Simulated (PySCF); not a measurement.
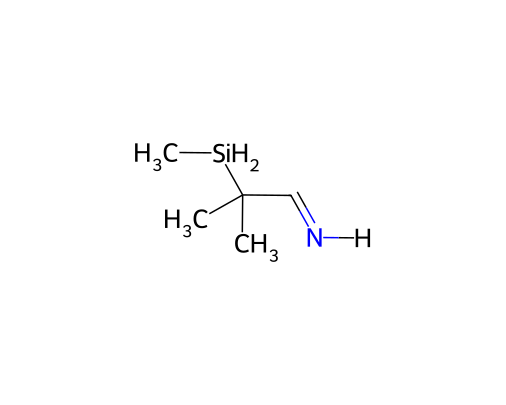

The geometry was computed by an optimisation with GFN2-xTB. No frequency run is at hand to confirm it as a minimum. Method: PBE0/def2-SVPD, gas phase (PySCF 2.14.0). Excitations: vertical, linear response.

What does the calculation give?

The species is C₅H₁₃NSi (`[H]/N=C/C(C)(C)[SiH2]C`).
- dipole moment: 2.18 D
- HOMO energy (Kohn–Sham orbital): −7.51 eV
- LUMO energy (Kohn–Sham orbital): −0.27 eV
- HOMO–LUMO gap: 7.24 eV
- mean static polarisability: 94.8 bohr³
- lowest vertical singlet excitation: 5.29 eV
- its oscillator strength: 0.001
- brightest of the 8 lowest singlets: 7.72 eV
- its oscillator strength: 0.05

The geometry is semi-empirical. Around Si such bond lengths and angles can be off by a tenth of an ångström or more and by several degrees, and values that hang on the shape move with them.
